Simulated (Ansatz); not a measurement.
# C$_{3}$H$_{11}$GaO: geometry relaxation (part 2 of 2)

Continued. System: C$_{3}$H$_{11}$GaO. Method: RKS PBE-D4/def2-SVP (Ansatz 0.2.0). The geometry: force-field start.

Geometry of the input (Å):
```
C  -0.2149  0.6851  -2.1364
O  0.1924  1.1431  -0.8860
Ga -0.4663  -0.0199  0.3870
C  0.5950  -1.7612  0.2519
C  -0.1029  0.7474  2.1933
H  -1.3736  0.7949  -2.1978
H  0.1092  -0.2976  -2.3946
H  0.1682  1.4376  -2.9316
H  1.1828  1.0265  -0.8505
H  -2.0123  -0.2531  0.2262
H  0.4385  -2.3127  1.2422
H  1.6069  -1.5830  0.0279
H  0.0060  -2.3536  -0.5622
H  -0.5159  0.0718  3.0029
H  0.9837  0.8876  2.3590
H  -0.6198  1.7644  2.3128
```

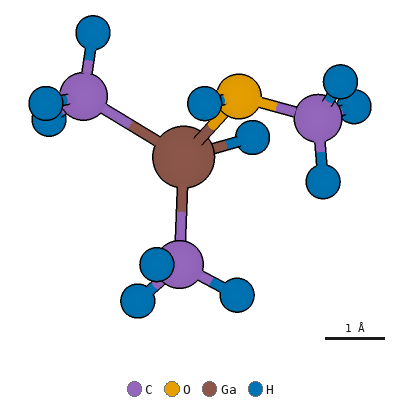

The geometry at step 6 of the log (ball-and-stick view, seen at a tilt).

Trajectory as extended XYZ (Å, eV, eV/Å), 11 frames, from step=1 to step=11
```
16
Properties=species:S:1:pos:R:3:forces:R:3 step=1 energy=-57688.67081
C    -0.2149    0.6851   -2.1364   -2.2174   3.0245  -3.2378
O     0.1924    1.1431   -0.8860    2.4251   1.4852  -0.7337
Ga   -0.4663   -0.0199    0.3870   -1.2485  -3.0162   4.2104
C     0.5950   -1.7612    0.2519   -3.6417  -0.7276  -0.2719
C    -0.1029    0.7474    2.1933   -0.6073   1.1385   0.2785
H    -1.3736    0.7949   -2.1978    1.6147  -0.4693   0.2642
H     0.1092   -0.2976   -2.3946    0.3590  -1.4762  -0.0861
H     0.1682    1.4376   -2.9316   -0.3158  -0.9777   0.7370
H     1.1828    1.0265   -0.8505   -0.6602   0.4074   0.1689
H    -2.0123   -0.2531    0.2262   -0.3368   0.2288  -0.5940
H     0.4385   -2.3127    1.2422    0.3352   0.5998  -0.9213
H     1.6069   -1.5830    0.0279    2.1119  -0.1723  -0.4887
H     0.0060   -2.3536   -0.5622    1.2931   0.4336   0.9508
H    -0.5159    0.0718    3.0029    0.2949   0.3339  -0.5909
H     0.9837    0.8876    2.3590    0.0543   0.0467   0.2457
H    -0.6198    1.7644    2.3128    0.5395  -0.8591   0.0689
16
Properties=species:S:1:pos:R:3:forces:R:3 step=2 energy=-57689.64364
C    -0.2216    0.6936   -2.1613   -0.7067   0.9177  -1.0434
O     0.1650    1.0709   -0.8400    1.2431   1.0215  -1.0527
Ga   -0.5341   -0.1002    0.5426   -0.7181  -1.3914   1.3866
C     0.5678   -1.7891    0.1400   -1.4032  -0.2638   0.0225
C    -0.0943    0.8591    2.2613   -0.2281   0.0632  -0.0404
H    -1.3420    0.7476   -2.1964    0.5264  -0.0929   0.0804
H     0.0971   -0.3222   -2.4221    0.1415  -0.4337   0.0230
H     0.1796    1.4261   -2.9175   -0.1069  -0.3157   0.4069
H     1.1504    1.0217   -0.7798   -0.4316   0.1232   0.0302
H    -2.0916   -0.1935    0.0945    0.2885   0.1056   0.0537
H     0.4435   -2.3253    1.1115    0.3212  -0.1136  -0.1596
H     1.6342   -1.6568   -0.0621    0.5395   0.0548  -0.0076
H     0.1223   -2.4825   -0.6434    0.3233   0.6151   0.4688
H    -0.5014    0.1853    3.0509    0.1111   0.1310   0.0386
H     0.9904    0.9868    2.4631   -0.0102  -0.0620  -0.0303
H    -0.5881    1.8558    2.4029    0.1101  -0.3589  -0.1766
16
Properties=species:S:1:pos:R:3:forces:R:3 step=3 energy=-57689.86858
C    -0.1924    0.7075   -2.2640   -0.0488   0.3653  -0.0260
O     0.0997    1.0695   -0.9073    0.5761   0.0870   0.0706
Ga   -0.5385   -0.2103    0.6643   -1.2715   0.6804   0.1976
C     0.4875   -1.7644    0.2252    0.4865  -1.2555  -0.3612
C    -0.0786    0.8040    2.2901    0.1041   0.2325   0.0975
H    -1.2966    0.6771   -2.3555    0.1121  -0.0725   0.0277
H     0.2418   -0.2696   -2.5497   -0.0221  -0.1440   0.0431
H     0.2067    1.5029   -2.9235   -0.0533  -0.0316  -0.1929
H     1.0761    1.0846   -0.7864   -0.2892   0.1081  -0.1203
H    -2.0779   -0.1944    0.2083    0.0334  -0.0063   0.0317
H     0.5267   -2.3783    1.1514    0.1112  -0.0955  -0.0545
H     1.5369   -1.5879   -0.0841    0.1164   0.0340   0.0385
H     0.0111   -2.4001   -0.5568    0.0943   0.0947   0.1058
H    -0.4575    0.2018    3.1406   -0.0132  -0.0015   0.1156
H     1.0097    0.9416    2.4517    0.0320   0.0256   0.0171
H    -0.5778    1.7933    2.3399    0.0321  -0.0210   0.0097
16
Properties=species:S:1:pos:R:3:forces:R:3 step=4 energy=-57689.81608 accepted=F
C    -0.1704    0.7661   -2.2106    0.2071  -0.7433   0.2631
O     0.1930    1.1010   -0.8597   -2.4966   0.1238  -0.4232
Ga   -0.7104   -0.2564    0.6468    0.9431  -0.2792   0.2514
C     0.5042   -1.8563    0.2298   -0.3234   0.2945   0.0181
C    -0.0766    0.8173    2.2169   -0.3333  -0.0722   0.0777
H    -1.2754    0.8012   -2.2505    0.0174   0.0676   0.0175
H     0.1384   -0.2887   -2.3904   -0.0480   0.0771  -0.2947
H     0.2364    1.4118   -3.0170    0.1845   0.2401   0.3510
H     1.1060    1.2648   -0.7049    1.8850   0.1425  -0.0201
H    -2.2447   -0.2593    0.2117    0.1262   0.0699  -0.0839
H     0.5509   -2.5403    1.1034   -0.1056   0.0078   0.0272
H     1.5609   -1.5866    0.0067   -0.1149   0.1575  -0.0019
H     0.1145   -2.4392   -0.6245    0.0192  -0.1630  -0.1100
H    -0.4136    0.2790    3.1305    0.0272   0.0543   0.0346
H     1.0208    0.9483    2.3154    0.0021  -0.0721  -0.1542
H    -0.5570    1.8145    2.2406    0.0100   0.0946   0.0475
16
Properties=species:S:1:pos:R:3:forces:R:3 step=5 energy=-57689.98441
C    -0.1817    0.7260   -2.2602    0.0938  -0.0099   0.0518
O     0.1216    1.0852   -0.9043    0.0163   0.1115   0.0538
Ga   -0.6074   -0.2295    0.6789   -0.2067   0.0884   0.0769
C     0.4887   -1.8227    0.2246    0.1121  -0.2625  -0.0414
C    -0.0868    0.8174    2.2924    0.0107  -0.0059   0.0546
H    -1.2842    0.6986   -2.3351   -0.0011  -0.0104  -0.0002
H     0.2204   -0.2770   -2.5205   -0.0073   0.0148  -0.0093
H     0.2136    1.4873   -2.9652   -0.0139  -0.0105   0.0216
H     1.0868    1.1759   -0.7802   -0.0376  -0.0237  -0.1176
H    -2.1316   -0.1992    0.2069   -0.0002   0.0092  -0.0185
H     0.5417   -2.4735    1.1255    0.0243  -0.0081  -0.0540
H     1.5404   -1.5864   -0.0515   -0.0382   0.0323   0.0346
H     0.0525   -2.4350   -0.5925    0.0233   0.0230   0.0157
H    -0.4421    0.2507    3.1829    0.0340   0.0498  -0.0372
H     1.0103    0.9430    2.4101   -0.0175  -0.0012  -0.0153
H    -0.5653    1.8166    2.3325    0.0080   0.0033  -0.0155
16
Properties=species:S:1:pos:R:3:forces:R:3 step=6 energy=-57689.99529
C    -0.1894    0.7301   -2.2493    0.0345   0.0102   0.0092
O     0.1166    1.0858   -0.8933    0.0061   0.0351   0.0080
Ga   -0.6192   -0.2449    0.6879   -0.1052   0.0452   0.0356
C     0.4921   -1.8386    0.2301    0.0636  -0.1145  -0.0232
C    -0.0809    0.8263    2.2806   -0.0010  -0.0158   0.0309
H    -1.2920    0.6908   -2.3220    0.0057  -0.0015   0.0128
H     0.2190   -0.2671   -2.5221    0.0111   0.0135   0.0136
H     0.1932    1.5004   -2.9516   -0.0084  -0.0129   0.0169
H     1.0833    1.1700   -0.7810   -0.0185  -0.0130  -0.0594
H    -2.1408   -0.2100    0.2054    0.0128  -0.0011  -0.0064
H     0.4797   -2.5381    1.0948    0.0075  -0.0050  -0.0495
H     1.5608   -1.5894    0.0463   -0.0424   0.0189   0.0226
H     0.1140   -2.3986   -0.6507    0.0148   0.0076   0.0238
H    -0.4310    0.2865    3.1880    0.0227   0.0324  -0.0081
H     1.0187    0.9421    2.3807   -0.0066   0.0001  -0.0101
H    -0.5470    1.8320    2.3004    0.0035   0.0008  -0.0167
16
Properties=species:S:1:pos:R:3:forces:R:3 step=7 energy=-57690.00111
C    -0.1899    0.7359   -2.2374    0.0054  -0.0116   0.0010
O     0.1082    1.0851   -0.8794    0.0006   0.0033   0.0120
Ga   -0.6369   -0.2642    0.6995   -0.0125  -0.0061   0.0019
C     0.4872   -1.8555    0.2319    0.0050   0.0065  -0.0025
C    -0.0761    0.8319    2.2682    0.0016   0.0027  -0.0007
H    -1.2911    0.6714   -2.3102   -0.0053  -0.0051   0.0005
H     0.2427   -0.2483   -2.5184    0.0016   0.0026  -0.0020
H     0.1743    1.5206   -2.9326   -0.0030   0.0034  -0.0006
H     1.0749    1.1709   -0.7733    0.0041  -0.0010   0.0033
H    -2.1546   -0.2271    0.2105   -0.0009   0.0008  -0.0047
H     0.4362   -2.5937    1.0606   -0.0025  -0.0113  -0.0101
H     1.5601   -1.5893    0.1161   -0.0017   0.0018   0.0046
H     0.1574   -2.3763   -0.6904   -0.0002   0.0071   0.0025
H    -0.4121    0.3325    3.2020    0.0016   0.0050   0.0006
H     1.0264    0.9399    2.3410    0.0028   0.0032  -0.0022
H    -0.5298    1.8436    2.2561    0.0033  -0.0014  -0.0036
16
Properties=species:S:1:pos:R:3:forces:R:3 step=8 energy=-57690.00048 accepted=F
C    -0.1910    0.7292   -2.2252   -0.0171   0.0391  -0.0789
O     0.0999    1.0783   -0.8658    0.0145  -0.0085  -0.0279
Ga   -0.6470   -0.2749    0.7106    0.0250   0.0129  -0.0253
C     0.4844   -1.8574    0.2267    0.1025  -0.1162   0.0459
C    -0.0695    0.8411    2.2598    0.0209  -0.0528   0.0867
H    -1.2920    0.6380   -2.2984    0.0505   0.0019   0.0053
H     0.2657   -0.2430   -2.5144   -0.0123   0.0352   0.0128
H     0.1538    1.5297   -2.9176   -0.0343  -0.0732   0.0562
H     1.0664    1.1684   -0.7605   -0.0047   0.0036   0.0272
H    -2.1632   -0.2355    0.2163   -0.0008  -0.0067   0.0109
H     0.3828   -2.6414    1.0170    0.0295   0.1328  -0.1673
H     1.5690   -1.5916    0.1800   -0.1893  -0.0639   0.0095
H     0.1957   -2.3279   -0.7407    0.0427   0.0521   0.1256
H    -0.4002    0.3651    3.2111    0.0346   0.0493  -0.0840
H     1.0365    0.9431    2.3176   -0.0552  -0.0097   0.0012
H    -0.5142    1.8561    2.2278   -0.0066   0.0042   0.0019
16
Properties=species:S:1:pos:R:3:forces:R:3 step=9 energy=-57690.00224
C    -0.1882    0.7306   -2.2296   -0.0066  -0.0014   0.0000
O     0.1043    1.0813   -0.8707    0.0017  -0.0017  -0.0066
Ga   -0.6434   -0.2696    0.7056    0.0128   0.0033  -0.0048
C     0.4842   -1.8559    0.2280   -0.0187   0.0142   0.0057
C    -0.0727    0.8371    2.2639   -0.0054   0.0022  -0.0083
H    -1.2884    0.6485   -2.3029    0.0013  -0.0039   0.0028
H     0.2600   -0.2454   -2.5142    0.0046  -0.0026   0.0014
H     0.1628    1.5231   -2.9227   -0.0001   0.0059  -0.0039
H     1.0703    1.1724   -0.7625   -0.0028  -0.0012   0.0081
H    -2.1604   -0.2312    0.2139   -0.0004  -0.0020   0.0036
H     0.4149   -2.6172    1.0333   -0.0064  -0.0151   0.0080
H     1.5589   -1.5898    0.1402    0.0211   0.0076   0.0019
H     0.1709   -2.3506   -0.7136   -0.0044  -0.0029  -0.0163
H    -0.4047    0.3513    3.2055   -0.0030  -0.0028   0.0136
H     1.0306    0.9424    2.3285    0.0071  -0.0006  -0.0028
H    -0.5221    1.8505    2.2415   -0.0005   0.0009  -0.0024
16
Properties=species:S:1:pos:R:3:forces:R:3 step=10 energy=-57690.00231
C    -0.1877    0.7215   -2.2238   -0.0147  -0.0055  -0.0235
O     0.0950    1.0799   -0.8648    0.0154  -0.0157  -0.0107
Ga   -0.6448   -0.2722    0.7140   -0.0084  -0.0141   0.0140
C     0.4782   -1.8581    0.2248    0.0523  -0.0972  -0.0360
C    -0.0647    0.8454    2.2616    0.0058   0.0128  -0.0016
H    -1.2849    0.5956   -2.2934    0.0269   0.0020   0.0041
H     0.2981   -0.2359   -2.5136   -0.0101   0.0283   0.0102
H     0.1287    1.5307   -2.9155   -0.0052  -0.0176   0.0094
H     1.0596    1.1844   -0.7537   -0.0134   0.0053   0.0083
H    -2.1635   -0.2375    0.2275   -0.0025   0.0021   0.0029
H     0.3496   -2.6678    0.9811    0.0139   0.1103  -0.0987
H     1.5636   -1.6028    0.2124   -0.1087  -0.0519  -0.0032
H     0.2079   -2.2936   -0.7647    0.0481   0.0522   0.1338
H    -0.3903    0.3799    3.2164    0.0010  -0.0016  -0.0222
H     1.0401    0.9462    2.3126   -0.0031   0.0004   0.0086
H    -0.5078    1.8616    2.2233    0.0026  -0.0098   0.0045
16
Properties=species:S:1:pos:R:3:forces:R:3 step=11 energy=-57690.00346
C    -0.1880    0.7215   -2.2257   -0.0028   0.0006   0.0011
O     0.0943    1.0791   -0.8665    0.0025  -0.0002  -0.0146
Ga   -0.6452   -0.2714    0.7132    0.0201   0.0047  -0.0125
C     0.4797   -1.8560    0.2245    0.0088  -0.0163  -0.0013
C    -0.0636    0.8447    2.2610   -0.0016  -0.0002   0.0027
H    -1.2847    0.5984   -2.2961    0.0046  -0.0003   0.0007
H     0.2956   -0.2366   -2.5139    0.0006   0.0041   0.0007
H     0.1313    1.5288   -2.9175   -0.0019  -0.0026   0.0013
H     1.0581    1.1881   -0.7547   -0.0066   0.0006   0.0065
H    -2.1641   -0.2345    0.2270   -0.0007  -0.0036   0.0074
H     0.3521   -2.6557    0.9860   -0.0006   0.0125  -0.0182
H     1.5634   -1.6075    0.2063   -0.0245  -0.0049   0.0038
H     0.2075   -2.2990   -0.7566    0.0049   0.0094   0.0228
H    -0.3918    0.3712    3.2107    0.0015   0.0029  -0.0012
H     1.0409    0.9463    2.3171   -0.0035  -0.0033  -0.0002
H    -0.5085    1.8600    2.2293   -0.0009  -0.0035   0.0010
```

Summary

```json
{"quantity": "outcome", "value": "converged"}
{"quantity": "total energy", "value": "−57690.0035 eV"}
{"quantity": "mean-field energy", "value": "−57689.6966 eV"}
{"quantity": "dispersion energy", "value": "−0.3069 eV"}
{"quantity": "SCF solution under orbital rotations", "value": "stable"}
{"quantity": "largest force (length of the vector) at the end", "value": "0.025 eV/Å"}
{"quantity": "dipole moment", "value": "3.85 D"}
{"quantity": "hardware", "value": "4 threads of Arm Neoverse V2, 23 GiB of memory available, shared host"}
{"quantity": "wall time", "value": "23 s (CPU time 85 s)"}
{"quantity": "peak memory", "value": "0.21 GiB"}
```
